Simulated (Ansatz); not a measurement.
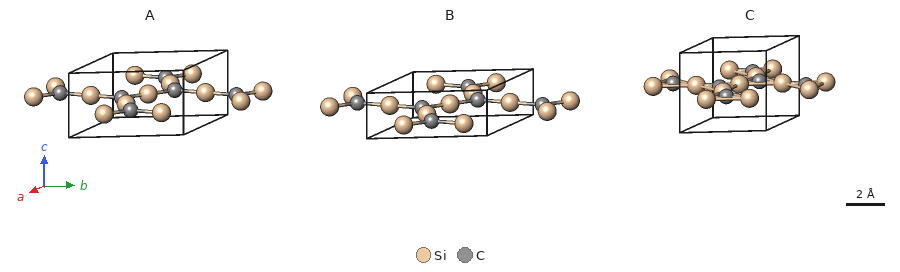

3 geometries from one relaxation of solid Si3C2 (a generated structure, set up in P6/mmm) (coarse preliminary run), in shuffled order. A ball-and-stick model of the cell of the calculation, seen slightly off an axis.

Computed with DFT PBE, scalar-relativistic, plane waves, PAW (Ansatz 0.2.0). Set-up: plane-wave cutoff 420 eV; k-point mesh 6 × 6 × 4; occupations gaussian; smearing width 0.1 eV; no spin polarisation; cell and atoms relaxed; force threshold 0.04 eV/Å; at most 70 steps.

### Order the frames from highest to lowest energy.

C, A, B. They are steps 0, 8, 18, at +6272 meV per atom, +499 meV per atom relative to the last. Over 16 accepted moves (18 points after the start) the energy falls by 6272 meV per atom. All forces vanish by symmetry, so only the cell relaxes. Pressure: 156.87 GPa at the start and 0.14 GPa at the end. The SCF was repeated twice at an unchanged geometry on a basis and grid sized afresh for the cell, which shifted the energy by 131 meV per atom at most. No atom moves by more than 0.005 Å relative to the cell. Cell: a = b 4.657 → 6.493 Å (+39.4 %), c 4.343 → 2.482 Å (−42.9 %). Volume +11.1 %. Some distances before and after: Si–Si 4.343 → 2.482 Å, Si–Si 2.328 → 3.246 Å, C–Si 1.344 → 1.874 Å. The space group stays P6/mmm (No. 191).
